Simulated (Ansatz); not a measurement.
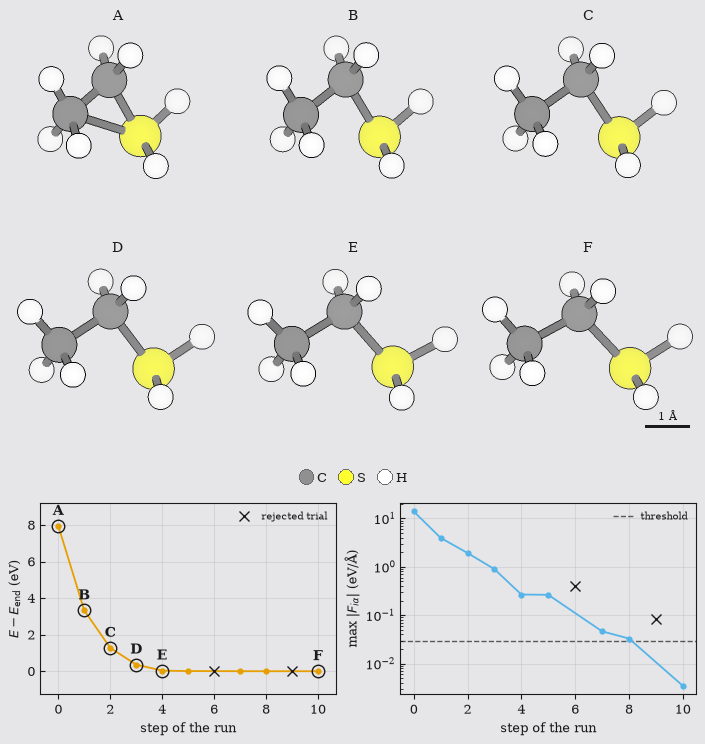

Frames of a relaxation of C₂H₇S (charge +1), marked on the history of the run. A ball-and-stick model, seen from a free direction.

It is one of the separated reactants of a reaction.

The calculation used Ansatz, RKS PBE-D4/def2-SVP. (force threshold 0.03 eV/Å; at most 250 steps)

What happens along the run?

An H atom moves most after the best rigid fit: 0.78 Å. Largest moves by element: H 0.78 Å, S 0.47 Å, C 0.38 Å. Among the contacts that change: H–S 2.094 → 2.989 Å, C–S 1.976 → 2.787 Å, C–C 1.254 → 1.518 Å, C–S 1.612 → 1.874 Å. Among the angles between lasting bonds that change: C–S–H 76.4° → 100.6°, C–C–S 86.2° → 110.1°, C–C–H 84.2° → 107.2°. After 8 accepted moves (10 points after the start) the energy has fallen by 7.946 eV. Largest force component: 14 eV/Å at the start, 0.0035 eV/Å at the end. The line search rejected the trial steps at points 6, 9 of the run. From step 0 to 1: an H atom moves most (0.20 Å), energy −4.621 eV. From step 1 to 2: an H atom moves most (0.20 Å), energy −2.050 eV. From step 2 to 3: an H atom moves most (0.19 Å), energy −0.912 eV. From step 3 to 4: an H atom moves most (0.19 Å), energy −0.328 eV. From step 4 to 10: an H atom moves most (0.21 Å), energy −0.035 eV.

| step | E − E(0), eV | largest force component, eV/Å | note |
| --- | --- | --- | --- |
| 0 | 0.0000 | 13.8752 |  |
| 1 | -4.6214 | 3.9522 |  |
| 2 | -6.6716 | 1.9256 |  |
| 3 | -7.5834 | 0.8922 |  |
| 4 | -7.9110 | 0.2673 |  |
| 5 | -7.9367 | 0.2640 |  |
| 6 | -7.9243 | 0.4091 | rejected |
| 7 | -7.9441 | 0.0465 |  |
| 8 | -7.9453 | 0.0330 |  |
| 9 | -7.9452 | 0.0833 | rejected |
| 10 | -7.9456 | 0.0035 |  |
